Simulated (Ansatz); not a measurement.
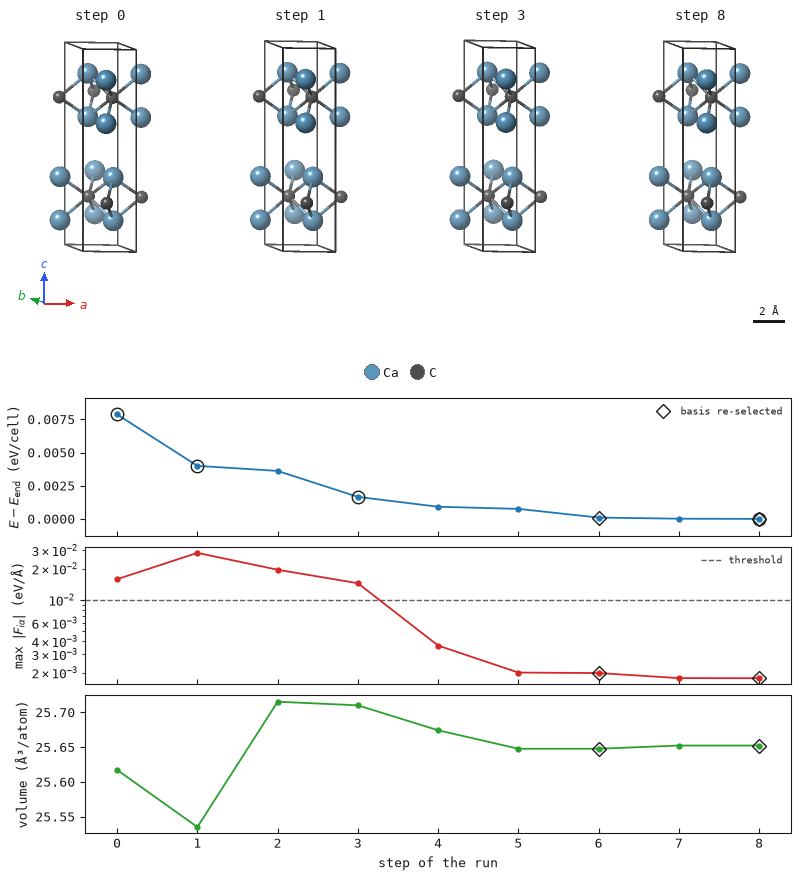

Frames of a relaxation of a crystal of Ca2C (built on the 2H molybdenite_194 type), marked on the history of the run. The picture is a ball-and-stick view of the reduced cell, seen slightly off an axis. Lengths and directions refer to the drawn axes.

Case: the structure that the rattled 2H molybdenite type (P6_3/mmc, No. 194) fell into.

These are results of Ansatz, DFT PBE, scalar-relativistic, plane waves, PAW, not measurements.

Input file:
```yaml
crystal:
  lattice:
    - [3.4940733068, 0.0, 0.0]
    - [0.0, 13.3506409041, 0.0]
    - [-1.5644702236, 0.0, 3.2949586403]
  atoms:
    - { symbol: Ca, position: [0.6718860428, 0.3572692028, 0.3051834675] }
    - { symbol: Ca, position: [0.3281139572, 0.8572692028, 0.6948165325] }
    - { symbol: Ca, position: [0.6718860428, 0.1427307972, 0.3051834675] }
    - { symbol: Ca, position: [0.3281139572, 0.6427307972, 0.6948165325] }
    - { symbol: C, position: [0.663986482, 0.75, 0.3271279623] }
    - { symbol: C, position: [0.336013518, 0.25, 0.6728720377] }
basis:
  ecutwfc: 420
kpoints:
  mp_grid: { grid: [12, 4, 12] }
hamiltonian:
  xc: pbe
scf:
  occupations: { method: gaussian, width: 0.1 }
output:
  forces: true
  stress: true
  eigenvalues: true
  write_density: true
  write_potential: true
  elf: true
  volumetric_format: npy
relax:
  adjacent_minimum: "off"
  f_tol: 0.01
  max_steps: 80
  cell: { stress_tol: 0.05 }
```

Launched with:
```bash
ansatz run input.yaml --threads 1 --pin off --max-ram 2560MiB --backend cpu --events-out ev --progress --plain --runs-dir out
```

Describe the path.

Answer. The largest moves relative to the cell, 0.054 Å, are those of Ca1, Ca2, Ca3 and Ca4. Ca3 goes roughly along +a. By element the largest moves are Ca 0.054 Å, C 0.016 Å. The volume changes by +0.1 %, with a 3.494 → 3.452 Å (−1.2 %), b 3.648 → 3.743 Å (+2.6 %), c 13.351 → 13.409 Å (+0.4 %), γ 115.4° → 117.3°. Among the contacts that change: Ca1–Ca1 3.494 → 3.452 Å. Among the angles between lasting bonds that change: Ca1–C6–Ca3 130.9° → 135.5°, C6–Ca3–C6 91.3° → 94.6°, Ca1–C6–Ca1 91.3° → 94.6°. The space group stays P2_1/m (No. 11). The energy falls by 7.9 meV per cell of the calculation in 6 accepted moves (8 points after the start). Largest force component: 0.016 eV/Å at the start, 0.0018 eV/Å at the end. The pressure goes from −0.03 to 0.01 GPa. At 2 points the geometry stayed and the basis and grid were re-selected for the new cell (energy shift of 0.7 meV per cell of the calculation at most each time). The run took 3.9 min on 1 thread of Intel(R) Xeon(R) 6975P-C (Granite Rapids), on a shared host, peak memory 0.95 GiB. From step 0 to 1: C atoms move most (0.02 Å), volume −0.3 %, energy −3.9 meV per cell of the calculation. From step 1 to 3: Ca and C atoms move most (0.02 Å), volume +0.7 %, energy −2.3 meV per cell of the calculation. From step 3 to 8: Ca atoms move most (0.05 Å), volume −0.2 %, energy −1.7 meV per cell of the calculation.
